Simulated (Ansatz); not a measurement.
# What LiHgBr3 (built on the sites of a database entry of CsHgF3) distorts into, part 2 of 2

Wanted: the energy along a soft mode of LiHgBr3 (built on the sites of a database entry of CsHgF3) and the structure at the end.

Ansatz 0.2.0; DFT PBEsol, scalar-relativistic, plane waves, PAW.

So far, highest frequency on the path or at a solved wavevector (cm⁻¹): step 2 (response at finite wavevector) 185. Also lowest frequency on the path (cm⁻¹): step 2 -170.

The structure was built from a prototype and need not be the compound's stable phase.

**5. Energy along the mode, all amplitudes (two of the runs are shown above)**

An imaginary frequency means negative curvature, so the energy should fall and then rise again as anharmonic terms take over.

This step gave:

```
depth at the lowest point sampled  : 27.35 meV/atom
largest atomic shift at that point : 0.6 Å
```

Table of energy from the parent by largest atomic shift:

```
largest atomic shift (Å)  energy from the parent (meV/atom)
                   0.000                                  0
                   0.040                             -0.125
                   0.080                             -0.502
                   0.140                              -1.53
                   0.220                              -3.78
                   0.320                              -7.97
                   0.450                              -15.6
                   0.600                              -27.3
```

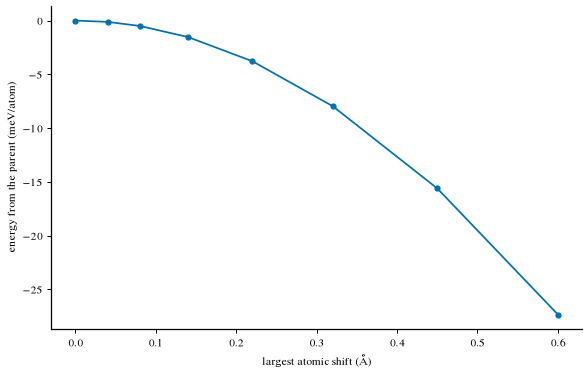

Energy from the parent against largest atomic shift.

Displacement at unit largest shift by atom:

| atom | x (Å) | y (Å) | z (Å) | size |
| --- | --- | --- | --- | --- |
| Li1 | -0.577 | 0.577 | 0.577 | 0.999 |
| Li2 | 0.577 | -0.577 | -0.577 | 0.999 |
| Hg3 | 0.000 | 0.000 | 0.000 | 0.000 |
| Hg4 | 0.000 | 0.000 | 0.000 | 0.000 |
| Br5 | 0.000 | 0.034 | 0.034 | 0.048 |
| Br6 | 0.000 | -0.034 | -0.034 | 0.048 |
| Br7 | -0.034 | 0.000 | 0.034 | 0.048 |
| Br8 | 0.034 | 0.000 | -0.034 | 0.048 |
| Br9 | -0.034 | 0.034 | 0.000 | 0.048 |
| Br10 | 0.034 | -0.034 | 0.000 | 0.048 |

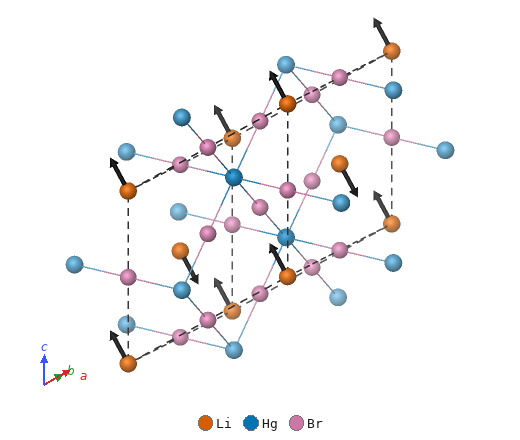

Displacement at unit largest shift as arrows, the longest 0.999 Å. Some periodic images of atoms are drawn too.

The lowest of the steps tried is the last one, at 0.6 Å, 27.3 meV/atom below the parent; the bottom of the well need not coincide with a step.

**6. Relaxing from the distorted cell**

Starting from the lowest point found, all atoms and the cell are let go, so that strain and other modes of the same symmetry can join in.

The input, input.yaml:

```yaml
crystal:
  lattice:
    - [5.4589240501, 5.4589240501, 0.0]
    - [5.4589240501, 0.0, 5.4589240501]
    - [5.4589240501, 0.0, -5.4589240501]
  atoms:
    - { symbol: Li, position: [0.0634575895, 0.4682712052, 0.4048136157] }
    - { symbol: Li, position: [-0.0634575895, 0.0317287948, 1.0951863843] }
    - { symbol: Hg, position: [0.5, 0.25, 0.75] }
    - { symbol: Hg, position: [0.5, 0.75, 0.25] }
    - { symbol: Br, position: [0.5037663219, 0.0, 0.4962336781] }
    - { symbol: Br, position: [0.4962336781, 0.5, 0.0037663219] }
    - { symbol: Br, position: [0.0, 0.0, 0.4962336781] }
    - { symbol: Br, position: [0.0, 0.5, 0.0037663219] }
    - { symbol: Br, position: [0.5037663219, 0.4962336781, 0.4962336781] }
    - { symbol: Br, position: [0.4962336781, 0.0037663219, 0.0037663219] }
kpoints:
  mp_grid: { grid: [8, 8, 8] }
hamiltonian:
  xc: pbesol
scf:
  occupations: { method: methfessel_paxton, width: 0.2 }
output:
  forces: true
  stress: true
  eigenvalues: true
relax:
  adjacent_minimum: "off"
  f_tol: 0.002
  max_steps: 120
  cell: { stress_tol: 0.03 }
```

On the command line:

```sh
ansatz run input.yaml --threads 8 --pin off --max-ram 14336MiB --backend cpu --events-out ev --progress --plain --runs-dir out
```

Numbers of over 12 decimals in the logs are rounded to 6 here.

What it wrote:

```text
[...]
Crystal: 10 atoms, lattice volume = 325.350 Å³
Basis set: ecut = 420 eV, 6375 PW (Γ), exchange–correlation on 108×108×108 points (8 copies of the dense FFT grid, shifted against one another)
Bands: 54, of which v1, the nominal top of the filled ones, is band 44 counted from 1 (43 counted from 0)
Symmetry: 12 space group operations
[...]
k-points: 65 of 512
[...]
SCF iter   1: F=—  HF=-44166.895710 eV  |F-HF|=—  |Δ(HF+E_count)|=         —  Δρ=2.00e-3  dr2=1.59e-2  ethr=1.77e-3  ⟨swp⟩=9.1  Hψ=16410  notcnv=0
[...]
SCF iter   7: F=-44166.897517 eV  HF=-44166.897517 eV  |F-HF|=3.43e-8  |Δ(HF+E_count)|=   1.10e-7  S|Δr|=    0.00e0  Δρ=2.96e-6  dr2=3.99e-8  ethr=1.14e-10  ⟨swp⟩=11.8  Hψ=17766  notcnv=0
SCF 1 converged in 7 iterations: F = -44166.897517 eV  dr2 = 3.99e-8
[...]
relax step   1: F+E_penalty+E_count = -44166.89751676 eV  Δ(F+E_penalty+E_count) = +0.000e0 eV  max|allowed force component| = 2.345e-1 eV/Å  Δτ_max = 0.0000 Å  P = +0.059 GPa  Ω = 325.350 Å³  (7 SCF iters, dr2 threshold 1.00e-7 eV, accepted)
Crystal: 10 atoms, lattice volume = 329.049 Å³
Basis set: ecut = 420 eV, 6387 PW (Γ), exchange–correlation on 108×108×108 points (8 copies of the dense FFT grid, shifted against one another)
[...]
SCF iter   6: F=-44167.214895 eV  HF=-44167.214895 eV  |F-HF|=1.13e-7  |Δ(HF+E_count)|=   1.65e-6  S|Δr|=    0.00e0  Δρ=4.80e-6  dr2=1.10e-7  ethr=1.14e-9  ⟨swp⟩=10.0  Hψ=16925  notcnv=0
SCF 2 converged in 6 iterations: F = -44167.214895 eV  dr2 = 1.10e-7
[...]
relax step   2: F+E_penalty+E_count = -44167.21489495 eV  Δ(F+E_penalty+E_count) = -3.174e-1 eV  max|allowed force component| = 3.292e-1 eV/Å  Δτ_max = 0.1949 Å  P = -0.163 GPa  Ω = 329.049 Å³  energy of the carried Pulay correction = -3.525e-4 eV  (6 SCF iters, dr2 threshold 1.00e-6 eV, accepted)
Crystal: 10 atoms, lattice volume = 330.437 Å³
Basis set: ecut = 420 eV, 6423 PW (Γ), exchange–correlation on 108×108×108 points (8 copies of the dense FFT grid, shifted against one another)
[...]
SCF iter   6: F=-44167.504366 eV  HF=-44167.504366 eV  |F-HF|=7.36e-8  |Δ(HF+E_count)|=   1.50e-6  S|Δr|=    0.00e0  Δρ=3.54e-6  dr2=5.19e-8  ethr=1.14e-9  ⟨swp⟩=10.3  Hψ=17234  notcnv=0
SCF 3 converged in 6 iterations: F = -44167.504366 eV  dr2 = 5.19e-8
relax step   3: F+E_penalty+E_count = -44167.50436640 eV  Δ(F+E_penalty+E_count) = -2.895e-1 eV  max|allowed force component| = 3.520e-1 eV/Å  Δτ_max = 0.1948 Å  P = -0.114 GPa  Ω = 330.437 Å³  energy of the carried Pulay correction = -4.838e-4 eV  (6 SCF iters, dr2 threshold 1.00e-6 eV, accepted)
[... from here on, the SCF cycles and remarks between the steps are left out ...]
relax step   4: F+E_penalty+E_count = -44167.78376704 eV  Δ(F+E_penalty+E_count) = -2.794e-1 eV  max|allowed force component| = 2.986e-1 eV/Å  Δτ_max = 0.1944 Å  P = +0.226 GPa  Ω = 330.392 Å³  energy of the carried Pulay correction = -4.796e-4 eV  (6 SCF iters, dr2 threshold 1.00e-6 eV, accepted)
relax step   5: F+E_penalty+E_count = -44167.96432095 eV  Δ(F+E_penalty+E_count) = -1.806e-1 eV  max|allowed force component| = 1.832e-1 eV/Å  Δτ_max = 0.1950 Å  P = +0.226 GPa  Ω = 334.773 Å³  energy of the carried Pulay correction = -8.903e-4 eV  (6 SCF iters, dr2 threshold 1.00e-6 eV, accepted)
relax step   6: F+E_penalty+E_count = -44168.06497562 eV  Δ(F+E_penalty+E_count) = -1.007e-1 eV  max|allowed force component| = 6.873e-2 eV/Å  Δτ_max = 0.1950 Å  P = +0.088 GPa  Ω = 339.928 Å³  energy of the carried Pulay correction = -1.367e-3 eV  (6 SCF iters, dr2 threshold 1.00e-6 eV, accepted)
relax step   7: F+E_penalty+E_count = -44168.09300747 eV  Δ(F+E_penalty+E_count) = -2.803e-2 eV  max|allowed force component| = 8.763e-2 eV/Å  Δτ_max = 0.1877 Å  P = +0.083 GPa  Ω = 339.336 Å³  energy of the carried Pulay correction = -1.312e-3 eV  (7 SCF iters, dr2 threshold 3.27e-7 eV, accepted)
relax step   8: F+E_penalty+E_count = -44168.10904832 eV  Δ(F+E_penalty+E_count) = -1.604e-2 eV  max|allowed force component| = 5.310e-2 eV/Å  Δτ_max = 0.0377 Å  P = +0.031 GPa  Ω = 343.007 Å³  energy of the carried Pulay correction = -1.648e-3 eV  (6 SCF iters, dr2 threshold 4.80e-7 eV, accepted)
relax step   9: F+E_penalty+E_count = -44168.11089062 eV  Δ(F+E_penalty+E_count) = -1.842e-3 eV  max|allowed force component| = 4.176e-3 eV/Å  Δτ_max = 0.0107 Å  P = +0.070 GPa  Ω = 341.628 Å³  energy of the carried Pulay correction = -1.522e-3 eV  (5 SCF iters, dr2 threshold 1.76e-7 eV, accepted)
relax step  10: F+E_penalty+E_count = -44168.11115284 eV  Δ(F+E_penalty+E_count) = -2.622e-4 eV  max|allowed force component| = 1.016e-3 eV/Å  Δτ_max = 0.0054 Å  P = -0.015 GPa  Ω = 342.757 Å³  energy of the carried Pulay correction = -1.625e-3 eV  (5 SCF iters, dr2 threshold 2.78e-8 eV, accepted)
[...]
SCF iter   6: F=-44168.112508 eV  HF=-44168.112508 eV  |F-HF|=5.53e-10  |Δ(HF+E_count)|=   1.91e-9  S|Δr|=    0.00e0  Δρ=9.51e-8  dr2=3.24e-11  ethr=1.00e-12  ⟨swp⟩=8.9  Hψ=20481  notcnv=0
SCF 11 converged in 6 iterations: F = -44168.112508 eV  dr2 = 3.24e-11
relax step  11: F+E_penalty+E_count = -44168.11250824 eV  Δ(F+E_penalty+E_count) = -1.355e-3 eV  max|allowed force component| = 1.090e-3 eV/Å  Δτ_max = 0.0000 Å  P = -0.017 GPa  Ω = 342.757 Å³  stress off target by 1.91e-2 GPa  SCF on the basis re-selected at this cell (its energy is not comparable with the rows above)  (6 SCF iters)
basis re-selected at this cell: Δ(F+E_penalty+E_count) = -1.355e-3 eV, ΔP = -0.002 GPa vs the last step (what re-selecting the basis moved, of the pressure what is left beyond the Pulay correction that the steps carried, after the strain that the cell walked since its last selection, with what the two solves' SCF thresholds leave and, on support functions, any second-order correction that the steps lacked; it is no m [...]
SCF converged after 6 iterations
[...]
Free energy (F): -44168.112508 eV
[...]
Internal energy: -44168.109923 eV  (E = F + TS)
E sigma→0 (E₀):  -44168.111862 eV
Entropy (-TS):   -0.002586 eV (-0.259 meV/atom)
Fermi energy:    1.818828 eV
Step filling:    the computed levels leave a gap of 0.0004 eV = 0.0 smearing widths at the electron count; against every level under it full and every level over it empty, smearing changes F+E_penalty+E_count by -0.605 meV and its σ→0 estimate by +0.041 meV
[...]
--- Forces (eV/Å), atoms counted from 1 ---
  atom   1  Li    -0.00096420     0.00096420     0.00096420
  atom   2  Li     0.00096420    -0.00096420    -0.00096420
  atom   3  Hg     0.00000000     0.00000000    -0.00000000
  atom   4  Hg    -0.00000000     0.00000000    -0.00000000
  atom   5  Br    -0.00108980     0.00078921     0.00078921
  atom   6  Br     0.00108980    -0.00078921    -0.00078921
  atom   7  Br    -0.00078921     0.00108980     0.00078921
  atom   8  Br     0.00078921    -0.00108980    -0.00078921
  atom   9  Br    -0.00078921     0.00078921     0.00108980
  atom  10  Br     0.00078921    -0.00078921    -0.00108980
  max |Σ_I F_I| component: 1.15e-17 eV/Å
--- Stress (GPa, compression-positive) ---
       -0.016659      -0.002447      -0.002447
       -0.002447      -0.016659       0.002447
       -0.002447       0.002447      -0.016659
  P = ⅓ Tr σ = -0.0167 GPa (-0.167 kbar)
--- Band table (eV; the first three rows and the last of 65) ---
  k-point 0: bands = [... 40 lower, 1.0929, 1.0929, 1.3873, 1.8527, 1.8527, 5.8119, 6.4184, 6.5901, ... 6 higher]
  k-point 1: bands = [... 40 lower, 1.0463, 1.0833, 1.3694, 1.7316, 1.7316, 5.7168, 6.0351, 6.8117, ... 6 higher]
  k-point 2: bands = [... 40 lower, 0.9127, 1.3210, 1.4665, 1.4665, 1.7669, 5.0391, 6.1846, 6.9439, ... 6 higher]
  k-point 64: bands = [... 40 lower, 0.7389, 0.8841, 1.0427, 1.4773, 4.2098, 4.5852, 7.2573, 7.3894, ... 6 higher]
--- Relaxed structure (10 steps of the walk, 10 accepted, 1 SCFs on fresh bases) ---
  F+E_penalty+E_count = -44168.11250824 eV   max|allowed force component| = 1.090e-3 eV/Å   (the final SCF, on the basis selected at the relaxed cell)
  cell:  # Å, volume = 342.7566 Å³
    - [5.429824, 5.429824, 0.0]
    - [5.429824, 0.0, 5.429824]
    - [5.685132, -0.255308, -5.685132]
  atoms:
    - { symbol: Li, position: [0.187142, 0.406429, 0.219288] }
    - { symbol: Li, position: [-0.187142, 0.093571, 1.280712] }
    - { symbol: Hg, position: [0.5, 0.25, 0.750000] }
    - { symbol: Hg, position: [0.5, 0.750000, 0.25] }
    - { symbol: Br, position: [0.518287, -5.840723440869722e-5, 0.481655] }
    - { symbol: Br, position: [0.481713, 0.500058, 0.018345] }
    - { symbol: Br, position: [0.000116814, -5.8407234408641706e-5, 0.481655] }
    - { symbol: Br, position: [-0.000116814, 0.500058, 0.018345] }
    - { symbol: Br, position: [0.518287, 0.481772, 0.481655] }
    - { symbol: Br, position: [0.481713, 0.018228, 0.018345] }
```

Elapsed: 85 s, on 8 threads of Arm Neoverse V2, shared host; peak memory 1.7 GiB; 11 min of CPU time.

Relaxation path:

```
step  energy less that of the first step (eV)  largest force component (eV/Å)  pressure (GPa)  volume (Å³)
   1                                   0.0000                          0.2345            0.06       325.35
   2                                  -0.3174                          0.3292           -0.16       329.05
   3                                  -0.6068                          0.3520           -0.11       330.44
   4                                  -0.8863                          0.2986            0.23       330.39
   5                                  -1.0668                          0.1832            0.23       334.77
   6                                  -1.1675                          0.0687            0.09       339.93
   7                                  -1.1955                          0.0876            0.08       339.34
   8                                  -1.2115                          0.0531            0.03       343.01
   9                                  -1.2134                          0.0042            0.07       341.63
  10                                  -1.2136                          0.0010           -0.01       342.76
 11*                                  -1.2150                          0.0011           -0.02       342.76
```

Relaxation steps marked * repeat the geometry before them on a plane-wave basis chosen anew for their cell, so energy and pressure can jump there.

Forces are held to the 12 operations that the run works with; a distortion that breaks them can't arise in this run.

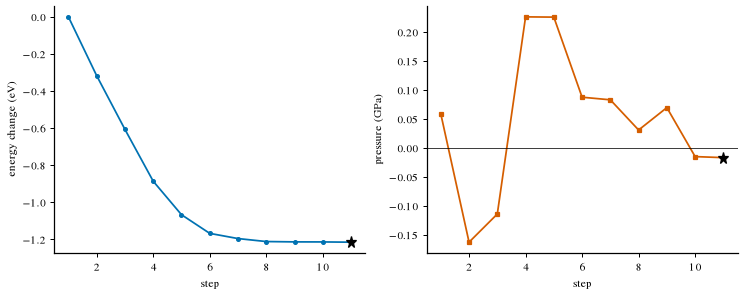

Energy and pressure along the relaxation. Stars mark steps on a basis chosen anew.

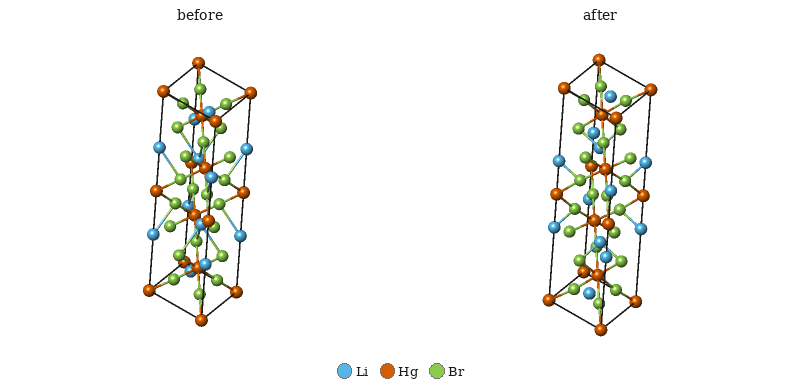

The structure before and after the relaxation, drawn at the same scale. Bonds to atoms that aren't drawn are left out.

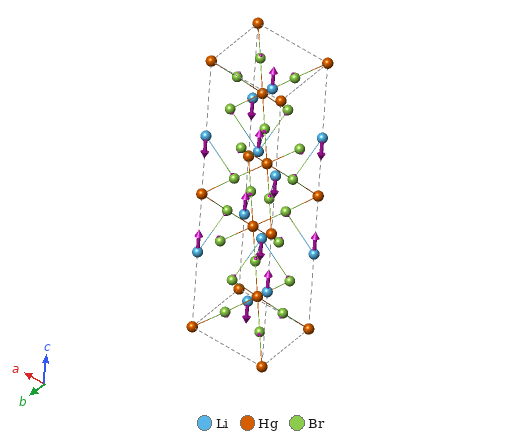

Displacements in the relaxation, scaled, measured against the changing cell; the longest in the cell stands for 1.25 Å. Bonds to atoms that aren't drawn are left out. Some periodic images of atoms are drawn too.

```
conventional cell, symmetrised  before   after  change
                         a (Å)   7.720   7.679  -0.5 %
                         b (Å)   7.720   7.679  -0.5 %
                         c (Å)  18.910  20.136  +6.5 %
              volume (Å³/atom)   32.54   34.28  +5.4 %
```

The atoms that moved most (Å, as changes of fractional coordinates times the final cell):

```csv
atom,dx,dy,dz,length
Li1,-0.719,0.719,0.719,1.245
Li2,0.719,-0.719,-0.719,1.245
Br7,-0.083,0.004,0.083,0.117
Br5,-0.004,0.083,0.083,0.117
Br10,0.083,-0.083,-0.004,0.117
Br8,0.083,-0.004,-0.083,0.117
Br9,-0.083,0.083,0.004,0.117
Br6,0.004,-0.083,-0.083,0.117
```

The relaxed structure:

```xyz
10
Lattice="5.4298 5.4298 0.0000 5.4298 0.0000 5.4298 5.6851 -0.2553 -5.6851" Properties=species:S:1:pos:R:3 pbc="T T T"
Li    4.4697    0.9602    0.9602
Li    6.7729   -1.3431   -6.7729
Hg    8.3362    2.5234   -2.9064
Hg    8.2086    2.6511    2.6511
Br    5.5522    2.6912   -2.7386
Br    5.4351    2.6109    2.6109
Br    2.7386   -0.1223   -2.7386
Br    2.8189   -0.0053    2.6109
Br    8.1684    2.6912   -0.1223
Br    2.8189    2.6109   -0.0053
```

Numbers from this step:

| Property | Result |
| --- | --- |
| pressure | -0.01666 GPa |
| volume per atom | 34.28 Å³ |

The distorted start has space group R-3m; the relaxation ends in R-3m.

**7. What came out**

* unstable mode of the parent: q = (-0.5, -0.5, -0.5), 168i cm⁻¹
* depth at the lowest point sampled: 27.3 meV/atom
* largest atomic shift at that point: 0.6 Å
* space group reached (within 0.01 Å): R-3m
* energy gained over the parent (first relaxation, on the mesh of the frozen mode): 149 meV/atom
* volume per atom, phase reached: 34.3 Å³

In words: Along this mode the structure falls into R-3m, 149 meV/atom below the parent. At the parent's cell the well is 27.35 meV/atom deep on the steps tried, with its lowest point at a shift of 0.6 Å. That is the last step tried, so the steps alone don't bracket the bottom of the well. Relaxing atoms and cell changes the gain by +121.60 meV/atom against the lowest step (energies at zero smearing). Most of the total comes from this relaxation. The modes of the phase reached were not computed on this path. Of the 5 patterns followed to their end from this parent, this one ends 102 meV/atom above the lowest, Amm2. Each path keeps the symmetry of its pattern, so a lower phase may lie along a pattern not tried. With no gap, or one that is small against the smearing, the frequencies hang on the k mesh and the smearing, most of all near Kohn anomalies. Spin-orbit coupling is left out, which can matter for the heavy elements here. The starting cell was built on a prototype and not taken from a measurement, so the phase need not exist.

[Logs are printed without paths, hosts, clocks, repeated set-up lines and the standing remarks that a program may print on its own settings, such as how far it seeks lower states.]

[Hosts, paths, dates, database ids (printed as entryN), source tags and the programs' standing remarks are cut or masked in the printed files.]
